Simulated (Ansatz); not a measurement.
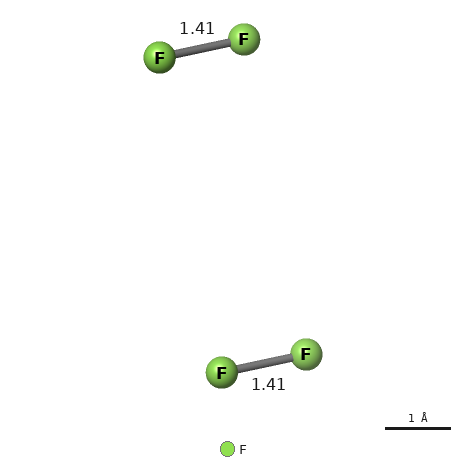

Charge +1, doublet. Geometry: a fixed input geometry, not necessarily a minimum. Basis: cc-pVTZ. Computed at fixed atoms with Ansatz. R, U and RO name restricted, unrestricted and restricted open-shell orbitals; core potentials come with def2 and Stuttgart sets past Kr, some runs use density fitting (about 1 meV), and each entry rests on the lowest determinant that the runs found.

```xyz
4
charge 1, multiplicity 2
F     0.0000    0.0000   -0.7060
F     0.0000    0.0000    0.7060
F     5.0000    0.0000   -0.7060
F     5.0000    0.0000    0.7060
```

Give total energies (hartree) and correlation energies for U-BCCD(T) (4 frozen); U-CCSD(T) (4 frozen).

```json
{"method": "U-CCSD(T) (4 frozen)", "energy (Eh)": "-397.6288", "correlation (mEh)": "-792.8"}
{"method": "U-BCCD(T) (4 frozen)", "energy (Eh)": "-397.6296", "correlation (mEh)": "–"}
```
